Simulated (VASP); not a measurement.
Band structure of ZnO (space group P6_3mc). Computed with PBE GGA, VASP's PBE PAW potentials (set 64) (plane waves; VASP 6.6.1).

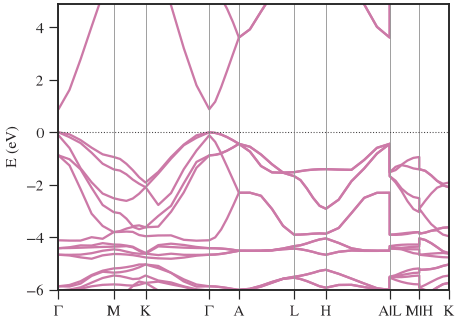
*Bands along high-symmetry lines, zero at the valence-band maximum or, without a gap, the Fermi level*

Read the plot: is there a gap, and where are the band edges?

The gap is direct, 0.88 eV, from the valence maximum at Γ to the conduction minimum at Γ.

The structure comes from a computed database's ZnO entry; how it stands against other phases isn't given here. The cell was not relaxed at this level.
